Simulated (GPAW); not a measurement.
# TiCo3: which magnetic order is lowest

Does TiCo3 prefer parallel or opposed moments, or none?

Main program and level: GPAW 26.7.0; LDA; plane waves with GPAW's PAW setups, scalar-relativistic.

**1. Set-up**

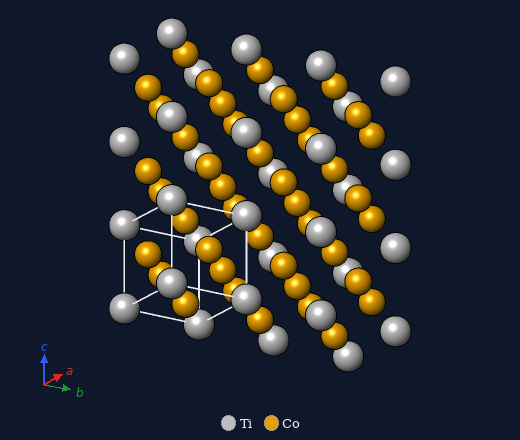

The starting structure, seen from a free direction (titanium light grey, cobalt orange). 1×3×3 cells are drawn. Some periodic images of atoms are drawn too.

Coordinates:

```cif
data_structure
_symmetry_space_group_name_H-M 'Pm-3m'
_symmetry_Int_Tables_number 221
_cell_length_a 3.5710
_cell_length_b 3.5710
_cell_length_c 3.5710
_cell_angle_alpha 90.000
_cell_angle_beta 90.000
_cell_angle_gamma 90.000
_cell_volume 45.54
loop_
_atom_site_label
_atom_site_type_symbol
_atom_site_symmetry_multiplicity
_atom_site_Wyckoff_symbol
_atom_site_fract_x
_atom_site_fract_y
_atom_site_fract_z
_atom_site_occupancy
Ti1 Ti 1 a 0.00000 0.00000 0.00000 1
Co1 Co 3 c 0.00000 0.50000 0.50000 1
```

The settings of this session are not all sound (see the inputs), so it shows what such settings give, not the properties of the crystal.

**2. Order 1, typed as ferro +++**

Parallel moments need no larger cell; this start tests for a ferromagnetic state only.

File order1.py:

```python
import json
import numpy as np
from ase import Atoms
from ase.parallel import paropen, parprint
from gpaw import GPAW

atoms = Atoms(['Ti', 'Co', 'Co', 'Co'],
    cell=[[3.571, 0.0, 0.0],
         [0.0, 3.571, 0.0],
         [0.0, 0.0, 3.571]],
    scaled_positions=[[0.0, 0.0, 0.0],
         [0.0, 0.5, 0.5],
         [0.5, 0.0, 0.5],
         [0.5, 0.5, 0.0]],
    pbc=True,
    magmoms=[0.0, 2.0, 2.0, 2.0])
atoms.calc = GPAW(mode={'name': 'pw', 'ecut': 550},
    xc='LDA',
    kpts={'size': (8, 8, 8), 'gamma': True},
    occupations={'name': 'fermi-dirac', 'width': 0.3},
    convergence={'density': 1e-05, 'energy': 1e-05},
    maxiter=200,
    mixer={'name': 'pulay', 'beta': 0.1, 'nmaxold': 8, 'weight': 1},
    symmetry={'tolerance': 1e-4},
    txt='order1.txt')
e = atoms.get_potential_energy(force_consistent=True)
res = {'free_energy': e, 'energy_sigma0': atoms.get_potential_energy(), 'fermi_energy': atoms.calc.get_fermi_level()}
res['moments'] = atoms.get_magnetic_moments().tolist()
res['total'] = atoms.get_magnetic_moment()
parprint('site moments (muB):', np.round(res['moments'], 3))
parprint(f"total moment: {res['total']:.3f} muB")
parprint(f'free energy: {e:.6f} eV')
atoms.calc.write('order1.gpw')
with paropen('results.json', 'w') as f:
    json.dump(res, f)
```

On the command line:

```bash
OMP_NUM_THREADS=1 mpirun -n 2 gpaw python order1.py > order1.log
```

The log of the run:

```text
site moments (muB): [-0.  0.  0.  0.]
total moment: 0.000 muB
free energy: -37.742006 eV

--- order1.txt ---
Input parameters:
  mode=PW(ecut=550),
  convergence={'density': 1e-05, 'energy': 1e-05},
  kpts=MonkhorstPack(size=(8, 8, 8), gamma=True),
  maxiter=200,
  mixer=Pulay(name='pulay', nmaxold=8, beta=0.1, weight=1, sigma=0.015, g_ss=None),
  occupations=Occupations(name='fermi-dirac', width=0.3),
  symmetry=Symmetry(tolerance=0.0001),
  xc=XC(name='LDA')

Diagonalizing LCAO Hamiltonian
Converting LCAO to pw mode
   .--------.
  /|        |
 * |        |
 |Co        |
 | .-Co-----.
 |/   Co   /
 Ti-------*

Atoms  # Å, Bohr magnetons
|   | symbol |        x |        y |        z |    initial magnetic moments |
|---|--------|----------|----------|----------|-----------------------------|
| 0 |     Ti | 0.000000 | 0.000000 | 0.000000 | ( 0.0000,  0.0000,  0.0000) |
| 1 |     Co | 0.000000 | 1.785500 | 1.785500 | ( 0.0000,  0.0000,  2.0000) |
| 2 |     Co | 1.785500 | 0.000000 | 1.785500 | ( 0.0000,  0.0000,  2.0000) |
| 3 |     Co | 1.785500 | 1.785500 | 0.000000 | ( 0.0000,  0.0000,  2.0000) |

Unit cell  # Å
| periodic |        x |        y |        z |  lengths |    angles |
|----------|----------|----------|----------|----------|-----------|
|      yes | 3.571000 | 0.000000 | 0.000000 | 3.571000 | 90.000000 |
|      yes | 0.000000 | 3.571000 | 0.000000 | 3.571000 | 90.000000 |
|      yes | 0.000000 | 0.000000 | 3.571000 | 3.571000 | 90.000000 |

Number of symmetries: 48

BZ-sampling:
  Number of BZ points: 512
  Number of IBZ points: 35

  Monkhorst-Pack size: [8, 8, 8]
  Monkhorst-Pack shift: [0.0625, 0.0625, 0.0625]

K-points  # in reciprocal-cell coordinates
|     |                                coordinates |     weight |
|-----|--------------------------------------------|------------|
|   0 | (  0.00000000,   0.00000000,   0.00000000) | 0.00195312 |
|   1 | (  0.12500000,   0.00000000,   0.00000000) | 0.01171875 |
|   2 | (  0.12500000,   0.12500000,   0.00000000) | 0.02343750 |
|   3 | (  0.12500000,   0.12500000,   0.12500000) | 0.01562500 |
|   4 | (  0.25000000,   0.00000000,   0.00000000) | 0.01171875 |
|   5 | (  0.25000000,   0.12500000,   0.00000000) | 0.04687500 |
|   6 | (  0.25000000,   0.12500000,   0.12500000) | 0.04687500 |
|   7 | (  0.25000000,   0.25000000,   0.00000000) | 0.02343750 |
|   8 | (  0.25000000,   0.25000000,   0.12500000) | 0.04687500 |
|   9 | (  0.25000000,   0.25000000,   0.25000000) | 0.01562500 |
| ... |                                            |            |
|  34 | (  0.50000000,   0.50000000,   0.50000000) | 0.00195312 |

Plane wave coefficients: 1357
Cutoff: 550.0 eV

Spin-components: 2 (collinear spins)
Bands:           31
Projectors:      24
Spin-degeneracy: 1
Datatype:        complex128

Parallelization:
  kpt:    2
  domain: 1
  band:   1

Density:
  Valence electrons: 39.0
  Components: 2
  Grid points: [20 20 20]
  Charge: 0.0  # |e|

Potential:
  Grid points: [20 20 20]

species:
  Ti:
    name:    Titanium
    Z:       22.0
    valence: 12
    core:    10
    charge:  0.0  # [|e|]
    compensation charges:
      type: gauss
      rc: 0.38  # [Å]
      lmax: 2
    cutoffs:
      filter: 2.23  # [Å]
      core: 1.02  # [Å]
    projectors
    | kind |    occ | energy [eV] | rcut [Å] |
    |------|--------|-------------|----------|
    |   3s |  2.000 |     -62.257 |    1.270 |
    |   4s |  2.000 |      -4.593 |    1.270 |
    |   3p |  6.000 |     -38.791 |    1.058 |
    |   4p |  0.000 |      -1.536 |    1.058 |
    |   3d |  2.000 |      -4.463 |    1.058 |
    |    d |        |      22.748 |    1.058 |

    Using partial waves for Ti as LCAO basis

  Co:
    name:    Cobalt
    Z:       27.0
    valence: 9
    core:    18
    charge:  0.0  # [|e|]
    compensation charges:
      type: gauss
      rc: 0.32  # [Å]
      lmax: 2
    cutoffs:
      filter: 1.87  # [Å]
      core: 2.55  # [Å]
    projectors
    | kind |    occ | energy [eV] | rcut [Å] |
    |------|--------|-------------|----------|
    |   4s |  2.000 |      -5.672 |    1.005 |
    |   4p |  0.000 |      -1.387 |    1.058 |
    |   3d |  7.000 |      -8.461 |    1.005 |
    |    s |        |      21.539 |    1.005 |
    |    p |        |      25.825 |    1.058 |
    |    d |        |      18.750 |    1.005 |

    Using partial waves for Co as LCAO basis

Reference energy: -136688.749171  # eV

eigensolver:
  PPCG
  Converge bands: occupied
  niter=2

density mixing:
  Pulay-Mixer
  Linear mixing parameters: 0.1
  Old densities: 8
  No metric

occupation numbers:
  Fermi-Dirac:
    width: 0.3000  # eV

poisson solver:
  ecut: 4400.0  # eV

xc functional:
  name: None

convergence criteria:
- Maximum integral of absolute [dens]ity change: 1e-05 electrons / valence electron
- Maximum [total energy] change in last 3 cyles: 1e-05 eV / valence electron
- Maximum integral of absolute [eigenst]ate change: 4e-08 eV^2 / valence electron
maximum number of iterations: 200

SCF iterations
|iter     |      energy | eigst |  dens |  magmom |
|---------|-------------|-------|-------|---------|
|iter:   1|       0s |  -37.156506 | +0.48 |       |  +6.0109|
|iter:   2|       3s |  -36.740087 | -1.38 | -0.89 |  +5.6919|
|iter:   3|       7s |  -36.627266 | -1.93 | -0.96 |  +5.2023|
|iter:   4|      10s |  -36.998557 | -1.19 | -1.08 |  +3.6045|
|iter:   5|      13s |  -37.113529 | -1.29 | -1.24 |  +0.4257|
|iter:   6|      17s |  -37.914086 | -0.89 | -1.23 |  +2.1684|
|iter:   7|      20s |  -38.409433 | -2.50 | -1.06 |  +2.3004|
|iter:   8|      24s |  -37.594156 | -2.14 | -0.96 |  +1.4600|
|iter:   9|      27s |  -37.443613 | -3.25 | -1.15 |  +1.6850|
|iter:  10|      30s |  -36.967483 | -1.62 | -1.20 |  +1.5000|
|iter:  11|      34s |  -36.977766 | -2.75 | -1.79 |  +1.8241|
|iter:  12|      37s |  -36.978787 | -3.65 | -1.77 |  +1.6242|
|iter:  13|      41s |  -36.967747 | -2.15 | -1.82 |  +0.3862|
|iter:  14|      44s |  -36.968062 | -3.77 | -2.48 |  +0.5672|
|iter:  15|      47s |  -36.968917 | -3.59 | -2.41 |  +0.3528|
|iter:  16|      50s |  -36.969349 | -3.81 | -2.50 |  +0.2067|
|iter:  17|      54s |  -36.968797 | -4.73 | -2.60 |  +0.2020|
|iter:  18|      57s |  -36.968161 | -3.07 | -2.68 |  -0.2019|
|iter:  19|      60s |  -36.969162 | -3.53 | -2.84 |  +0.0549|
|iter:  20|      64s |  -36.968989 | -5.11 | -3.41 |  +0.0109|
|iter:  21|      67s |  -36.968975c| -6.90 | -3.68 |  +0.0048|
|iter:  22|      71s |  -36.968997c| -6.82 | -3.98 |  +0.0000|
|iter:  23|      74s |  -36.968999c| -7.52c| -4.15 |  +0.0022|
|iter:  24|      78s |  -36.969002c| -7.28 | -4.39 |  -0.0000|
|iter:  25|      79s |  -36.969002c| -8.60c| -4.68 |  +0.0001|
|iter:  26|      81s |  -36.968999c| -8.04c| -4.73 |  +0.0003|
|iter:  27|      83s |  -36.969000c| -8.17c| -5.09c|  +0.0000|

Converged in 27 steps
Energy contributions relative to reference atoms: (reference = -136688.749171)

Energy contributions:
  Kinetic:          29.208779
  Coulomb:         -24.653443
  Zero:             -0.009836
  External:          0.000000
  Xc:              -40.741495
  Entropy:          -1.546011
  Spinorbit:         0.000000
  ----------------------------
  Free energy:     -37.742006
  Extrapolated:    -36.969000

dipole moment: (-21.149239, -21.149239, -21.149239)  # |e|*Ang

Total magnetic moment: (0.000000, 0.000000, 0.000045)

Local magnetic moments
|        x |        y |         z |
|----------|----------|-----------|
| 0.000000 | 0.000000 | -0.000012 |  # Ti   0
| 0.000000 | 0.000000 |  0.000027 |  # Co   1
| 0.000000 | 0.000000 |  0.000027 |  # Co   2
| 0.000000 | 0.000000 |  0.000027 |  # Co   3

Fermi level: 10.467
Eigenvalues  # (at kpt = [0.000, 0.000, 0.000])
| band index |      eig [eV] | occ [0-1] |      eig [eV] | occ [0-1] |
|------------|---------------|-----------|---------------|-----------|
|          0 |       -45.480 |     1.000 |       -45.480 |     1.000 |
|        ... |               |           |               |           |
|          8 |         6.858 |     1.000 |         6.858 |     1.000 |
|          9 |         6.858 |     1.000 |         6.858 |     1.000 |
|         10 |         6.858 |     1.000 |         6.858 |     1.000 |
|         11 |         9.088 |     0.990 |         9.088 |     0.990 |
|         12 |         9.088 |     0.990 |         9.088 |     0.990 |
|         13 |         9.088 |     0.990 |         9.088 |     0.990 |
|         14 |        10.264 |     0.663 |        10.264 |     0.663 |
|         15 |        10.264 |     0.663 |        10.264 |     0.663 |
|         16 |        10.780 |     0.261 |        10.780 |     0.261 |
|         17 |        11.037 |     0.130 |        11.037 |     0.130 |
|         18 |        11.037 |     0.130 |        11.037 |     0.130 |
|         19 |        11.037 |     0.130 |        11.037 |     0.130 |
|         20 |        12.870 |     0.000 |        12.870 |     0.000 |
|         21 |        12.870 |     0.000 |        12.870 |     0.000 |
|         22 |        13.608 |     0.000 |        13.608 |     0.000 |
|         23 |        13.608 |     0.000 |        13.608 |     0.000 |
|        ... |               |           |               |           |
|         30 |        22.006 |     0.000 |        22.006 |     0.000 |

No gap
No difference between direct/indirect transitions
```

The job ended after 96 s (2 MPI ranks of Arm Neoverse N1, shared host; peak memory 0.4 GiB; 3.2 min of CPU time).

The spin moment in the augmentation sphere vanishes on all atoms.

Numbers from this step:

```yaml
final_state: non-magnetic
```

After 27 cycles the seed has died away: no moment is left.

**3. Start 2: antiferro q=(0,1/2,1/2) +-+-+-**

Reversing part of the moments tests the sign of the couplings between them.

This order needs a doubled cell of 8 atoms. Its mesh is chosen so that both cells sample the same points.

File order2.py:

```python
import json
import numpy as np
from ase import Atoms
from ase.parallel import paropen, parprint
from gpaw import GPAW

atoms = Atoms(['Ti', 'Ti', 'Co', 'Co', 'Co', 'Co', 'Co', 'Co'],
    cell=[[3.571, 0.0, 0.0],
         [0.0, 7.142, 0.0],
         [0.0, 3.571, 3.571]],
    scaled_positions=[[0.0, 0.0, 0.0],
         [0.0, 0.5, 0.0],
         [0.0, 0.0, 0.5],
         [0.0, 0.5, 0.5],
         [0.5, 0.75, 0.5],
         [0.5, 0.25, 0.5],
         [0.5, 0.25, 0.0],
         [0.5, 0.75, 0.0]],
    pbc=True,
    magmoms=[0.0, 0.0, 2.0, -2.0, 2.0, -2.0, 2.0, -2.0])
atoms.calc = GPAW(mode={'name': 'pw', 'ecut': 550},
    xc='LDA',
    kpts={'size': (8, 4, 8), 'gamma': True},
    occupations={'name': 'fermi-dirac', 'width': 0.3},
    convergence={'density': 1e-05, 'energy': 1e-05},
    maxiter=200,
    mixer={'name': 'pulay', 'beta': 0.1, 'nmaxold': 8, 'weight': 1},
    symmetry={'tolerance': 1e-4},
    txt='order2.txt')
e = atoms.get_potential_energy(force_consistent=True)
res = {'free_energy': e, 'energy_sigma0': atoms.get_potential_energy(), 'fermi_energy': atoms.calc.get_fermi_level()}
res['moments'] = atoms.get_magnetic_moments().tolist()
res['total'] = atoms.get_magnetic_moment()
parprint('site moments (muB):', np.round(res['moments'], 3))
parprint(f"total moment: {res['total']:.3f} muB")
parprint(f'free energy: {e:.6f} eV')
atoms.calc.write('order2.gpw')
with paropen('results.json', 'w') as f:
    json.dump(res, f)
```

On the command line:

```bash
OMP_NUM_THREADS=1 mpirun -n 2 gpaw python order2.py > order2.log
```

The log of the run:

```text
Input parameters:
  mode=PW(ecut=550),
  convergence={'density': 1e-05, 'energy': 1e-05},
  kpts=MonkhorstPack(size=(8, 4, 8), gamma=True),
  maxiter=200,
  mixer=Pulay(name='pulay', nmaxold=8, beta=0.1, weight=1, sigma=0.015, g_ss=None),
  occupations=Occupations(name='fermi-dirac', width=0.3),
  symmetry=Symmetry(tolerance=0.0001),
  xc=XC(name='LDA')

Diagonalizing LCAO Hamiltonian
Converting LCAO to pw mode

                Co
          Co
              Co
        Co     Co
         Ti
             Co
       Ti

Atoms  # Å, Bohr magnetons
|   | symbol |        x |        y |        z |    initial magnetic moments |
|---|--------|----------|----------|----------|-----------------------------|
| 0 |     Ti | 0.000000 | 0.000000 | 0.000000 | ( 0.0000,  0.0000,  0.0000) |
| 1 |     Ti | 0.000000 | 3.571000 | 0.000000 | ( 0.0000,  0.0000,  0.0000) |
| 2 |     Co | 0.000000 | 1.785500 | 1.785500 | ( 0.0000,  0.0000,  2.0000) |
| 3 |     Co | 0.000000 | 5.356500 | 1.785500 | ( 0.0000,  0.0000, -2.0000) |
| 4 |     Co | 1.785500 | 7.142000 | 1.785500 | ( 0.0000,  0.0000,  2.0000) |
| 5 |     Co | 1.785500 | 3.571000 | 1.785500 | ( 0.0000,  0.0000, -2.0000) |
| 6 |     Co | 1.785500 | 1.785500 | 0.000000 | ( 0.0000,  0.0000,  2.0000) |
| 7 |     Co | 1.785500 | 5.356500 | 0.000000 | ( 0.0000,  0.0000, -2.0000) |

Number of symmetries: 2

BZ-sampling:
  Number of BZ points: 256
  Number of IBZ points: 90

  Monkhorst-Pack size: [8, 4, 8]
  Monkhorst-Pack shift: [0.0625, 0.125, 0.0625]

Plane wave coefficients: 2713
Cutoff: 550.0 eV

Spin-components: 2 (collinear spins)
Bands:           51
Projectors:      48
Spin-degeneracy: 1
Datatype:        complex128

Parallelization:
  kpt:    2
  domain: 1
  band:   1

Density:
  Valence electrons: 78.0
  Components: 2
  Grid points: [20 40 28]
  Charge: 0.0  # |e|

Potential:
  Grid points: [20 40 28]

[... setups left out ...]
Reference energy: -273377.498343  # eV

convergence criteria:
- Maximum integral of absolute [dens]ity change: 1e-05 electrons / valence electron
- Maximum [total energy] change in last 3 cyles: 1e-05 eV / valence electron
- Maximum integral of absolute [eigenst]ate change: 4e-08 eV^2 / valence electron
maximum number of iterations: 200

SCF iterations
|iter     |      energy | eigst |  dens |  magmom |
|---------|-------------|-------|-------|---------|
|iter:   1|       0s |  -73.781634 | +0.60 |       |  +0.0000|
|iter:   2|      42s |  -73.109701 | -0.76 | -0.94 |  +0.0000|
|iter:   3|      87s |  -72.885955 | -1.28 | -1.01 |  -0.0000|
|iter:   4|     127s |  -73.700660 | -0.56 | -1.11 |  -0.0000|
|iter:   5|     166s |  -73.831728 | -1.62 | -1.21 |  +0.0000|
|iter:   6|     205s |  -74.518185 | -0.41 | -1.23 |  -0.0000|
[...]
|iter:  13|     485s |  -73.951102 | -2.41 | -1.90 |  -0.0000|
|iter:  14|     524s |  -73.939477 | -2.67 | -2.26 |  -0.0000|
|iter:  15|     563s |  -73.938163 | -3.35 | -2.62 |  -0.0000|
|iter:  16|     602s |  -73.940066 | -3.49 | -2.66 |  +0.0000|
```

The job ended after 12 min (2 MPI ranks; peak memory 0.92 GiB).

The run was cut off at its time limit.

It was cut off while still iterating. More time helps where the residual falls; where it has stalled, the mixing must change.

**4. Run 3 (antiferro q=(1/2,1/2,1/2) +-+-+-)**

Reversing part of the moments tests the sign of the couplings between them.

The cell is doubled to 8 atoms to hold this order. Its mesh is chosen so that both cells sample the same points.

File order3.py:

```python
import json
import numpy as np
from ase import Atoms
from ase.parallel import paropen, parprint
from gpaw import GPAW

atoms = Atoms(['Ti', 'Ti', 'Co', 'Co', 'Co', 'Co', 'Co', 'Co'],
    cell=[[7.142, 0.0, 0.0],
         [3.571, 3.571, 0.0],
         [3.571, 0.0, 3.571]],
    scaled_positions=[[0.0, 0.0, 0.0],
         [0.5, 0.0, 0.0],
         [0.5, 0.5, 0.5],
         [0.0, 0.5, 0.5],
         [0.0, 0.0, 0.5],
         [0.5, 0.0, 0.5],
         [0.0, 0.5, 0.0],
         [0.5, 0.5, 0.0]],
    pbc=True,
    magmoms=[0.0, 0.0, 2.0, -2.0, 2.0, -2.0, 2.0, -2.0])
atoms.calc = GPAW(mode={'name': 'pw', 'ecut': 550},
    xc='LDA',
    kpts={'size': (4, 8, 8), 'gamma': True},
    occupations={'name': 'fermi-dirac', 'width': 0.3},
    convergence={'density': 1e-05, 'energy': 1e-05},
    maxiter=200,
    mixer={'name': 'pulay', 'beta': 0.1, 'nmaxold': 8, 'weight': 1},
    symmetry={'tolerance': 1e-4},
    txt='order3.txt')
e = atoms.get_potential_energy(force_consistent=True)
res = {'free_energy': e, 'energy_sigma0': atoms.get_potential_energy(), 'fermi_energy': atoms.calc.get_fermi_level()}
res['moments'] = atoms.get_magnetic_moments().tolist()
res['total'] = atoms.get_magnetic_moment()
parprint('site moments (muB):', np.round(res['moments'], 3))
parprint(f"total moment: {res['total']:.3f} muB")
parprint(f'free energy: {e:.6f} eV')
atoms.calc.write('order3.gpw')
with paropen('results.json', 'w') as f:
    json.dump(res, f)
```

On the command line:

```bash
OMP_NUM_THREADS=1 mpirun -n 2 gpaw python order3.py > order3.log
```

The log of the run:

```text
Input parameters:
  mode=PW(ecut=550),
  convergence={'density': 1e-05, 'energy': 1e-05},
  kpts=MonkhorstPack(size=(4, 8, 8), gamma=True),
  maxiter=200,
  mixer=Pulay(name='pulay', nmaxold=8, beta=0.1, weight=1, sigma=0.015, g_ss=None),
  occupations=Occupations(name='fermi-dirac', width=0.3),
  symmetry=Symmetry(tolerance=0.0001),
  xc=XC(name='LDA')

Diagonalizing LCAO Hamiltonian
Converting LCAO to pw mode

                 Co       Co
            Co      Co
             Co      Co
       Ti       Ti

Atoms  # Å, Bohr magnetons
[...]
|iter:   2|      49s |  -73.080642 | -0.76 | -0.94 |  -0.0000|
|iter:   3|      97s |  -72.851745 | -1.28 | -1.00 |  +0.0000|
|iter:   4|     144s |  -73.783657 | -0.49 | -1.10 |  -0.0000|
|iter:   5|     192s |  -75.596852 | -0.12 | -1.20 |  +0.0000|
|iter:   6|     240s |  -74.247687 | -0.06 | -1.18 |  +0.0000|
[...]
|iter:  12|     525s |  -73.939356 | -2.75 | -2.31 |  +0.0000|
|iter:  13|     572s |  -73.937275 | -3.33 | -2.49 |  +0.0000|
|iter:  14|     619s |  -73.938265 | -3.83 | -2.88 |  +0.0000|
|iter:  15|     665s |  -73.938776 | -4.45 | -3.32 |  +0.0000|
|iter:  16|     712s |  -73.938792c| -5.22 | -3.34 |  -0.0000|
```

Run time: 14 min. Hardware: 2 MPI ranks; peak memory 0.92 GiB.

The run was cut off at its time limit.

It was cut off while still iterating. More time helps where the residual falls; where it has stalled, the mixing must change.

[end of part 1 of 2]

[Logs and program files are shortened in this print: banners, set-up blocks, solver, clock and traceback lines can be left out without a mark of their own.]

[Logs are printed without paths, hosts, clocks, repeated set-up lines and the standing remarks that a program may print on its own settings, such as how far it seeks lower states.]

[Hosts, paths, dates, database ids (printed as entryN), source tags and the programs' standing remarks are cut or masked in the printed files.]

[Where a cell is said to come from a database of computed structures, the database is the Materials Project.]
